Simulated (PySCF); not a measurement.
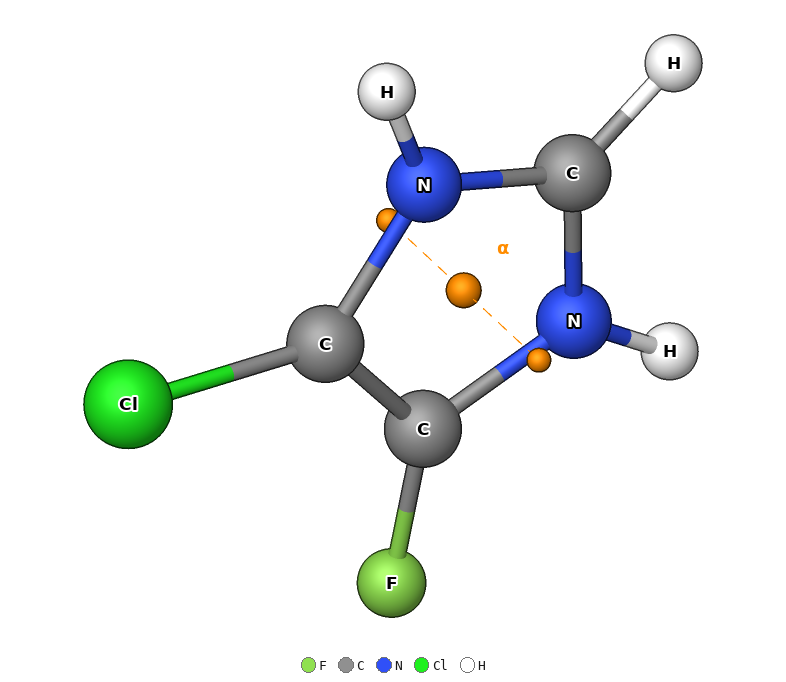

The small points mark where nucleus-independent chemical shifts (NICS) were computed: at the centre of each lettered ring and 1 Å above and below it. Charge +1, singlet. The computed structure is the end point of a GFN2-xTB optimisation. No frequency run is at hand to confirm it as a minimum. Level of theory: GIAO PBE0/pcSseg-1 NMR shielding, non-relativistic, gas phase (PySCF 2.14.0).

Give NICS(0), NICS(1) and the out-of-plane component NICS(1)zz for each ring (means of the two sides).

| ring | members | NICS(0) | NICS(1) | NICS(1)zz |
| --- | --- | --- | --- | --- |
| α | C3N2 | −15.7 | −9.6 | −24.7 |

Values in ppm.

Question: What do the values say about the ring currents?

Answer: Ring α: diatropic, as in an aromatic ring. NICS is one index among several.
